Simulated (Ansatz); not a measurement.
**C3H6InN: density, localisation and related maps**

Input

```
crystal:
  periodic: [false, false, false]
  atoms:
    - {symbol: N, position_ang: [-0.778690, 2.131966, 0.866031]}
    - {symbol: C, position_ang: [-0.395438, 0.857528, 0.675117]}
    - {symbol: C, position_ang: [-0.021885, -0.303383, 0.748691]}
    - {symbol: C, position_ang: [0.468934, -1.617556, 0.467653]}
    - {symbol: In, position_ang: [0.647515, -0.785406, -1.573324]}
    - {symbol: H, position_ang: [-1.278727, 2.314197, 1.723860]}
    - {symbol: H, position_ang: [-1.191667, 2.595036, 0.072169]}
    - {symbol: H, position_ang: [1.428796, -1.857590, 0.920680]}
    - {symbol: H, position_ang: [-0.255783, -2.420730, 0.582571]}
    - {symbol: H, position_ang: [2.141097, -0.025528, -1.938806]}
    - {symbol: H, position_ang: [-0.764171, -0.888523, -2.544632]}
basis:
  gaussian: {orbitals: def2-TZVPP}
hamiltonian: {xc: pbe0, dispersion: d4}
output: {orbitals: {seedname: orbitals}}
```

Launched as:

```sh
ansatz run in.yaml --threads 4 --pin off --events-out ev --progress --plain --max-ram 10444MiB
```

Geometry: PBE0-D4/def2-TZVP; core potentials replace the inner electrons of In.

These are results of RKS PBE0-D4/def2-TZVPP in Ansatz, not measurements.

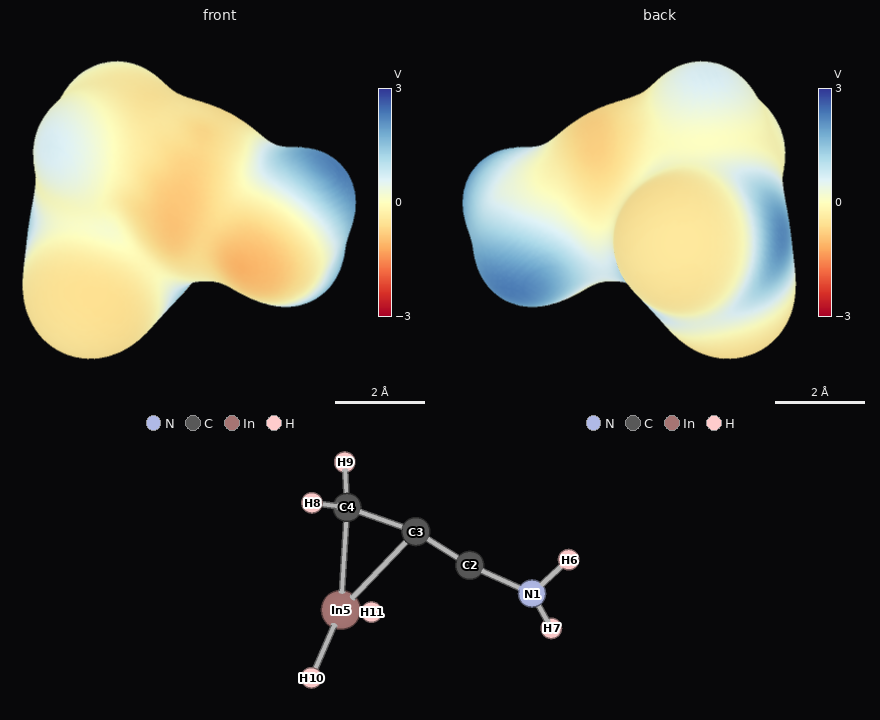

Figure 1. The electrostatic potential painted on the density surface at 0.002 e/bohr³, seen from the front and from behind; red is negative and blue positive. The bare structure is drawn below in the same view.

Q: Which sites attract a positive test charge, and which a negative one?

A: A positive charge is drawn to the negative regions and a negative charge to the positive ones. The most negative region (about −1.1 V, or −25 kcal/mol for a unit charge) lies over N1, the most positive (about +2.2 V, or +51 kcal/mol for a unit charge) over H6 and H7. N1 is the likeliest acceptor of a hydrogen bond.

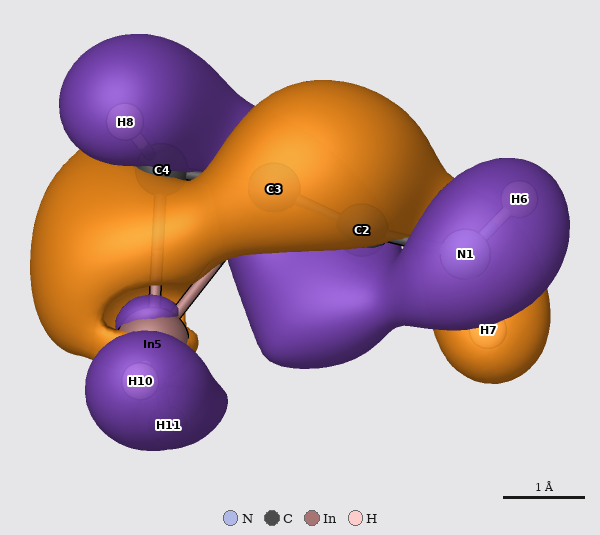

Figure 2. The HOMO−1 at ±0.06 Å⁻³ᐟ² (orange and purple are the two phases), seen at a tilt.

Q: Describe this orbital and give its energy.

A: Its weight (Hirshfeld) is mainly on C3 (about 25 %), C2 (about 25 %), N1 (about 15 %), C4 (about 15 %) and In5 (about 10 %). Its energy is −6.49 eV.
